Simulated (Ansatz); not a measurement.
Hf$_{3}$ (charge −1, quartet)

```xyz
3

Hf   -1.2126    0.9786   -0.0928
Hf    0.4875   -0.7614   -1.2724
Hf    0.7251   -0.2173    1.3652
```

Geometry: PBE-D4/def2-TZVPD; ⟨S²⟩ = 4.00, above the pure value of 3.75; core potentials replace the inner electrons of Hf; the highest occupied orbital lies above zero, a sign that basis and functional describe the outermost electron poorly.

Computed with UKS PBE0-D4/def2-TZVPD (Ansatz 0.2.0).

**Predict the electron density, electron localisation function and spin density between the atoms.**

Hf–Hf (2.70 Å): the density is about 0.33 e/Å³ at the midpoint; the ELF is about 0.20 at the midpoint.
The unpaired spin (3 electrons) lies mostly on Hf2 (about 1.1), Hf3 (about 1.1) and Hf1 (about 0.7), in electrons by Hirshfeld's partition.

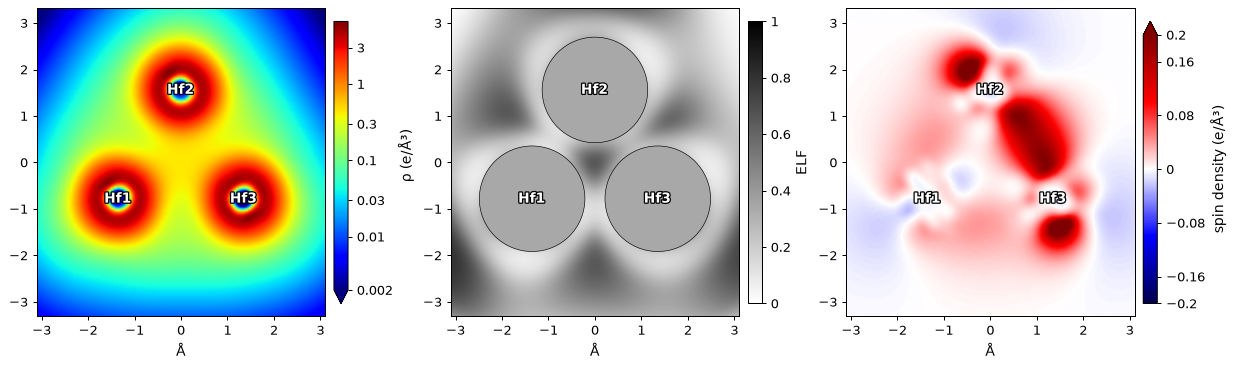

Computed electron density, electron localisation function and spin density on the molecular plane, in this order. Grey discs cover the atomic cores in the ELF map. 
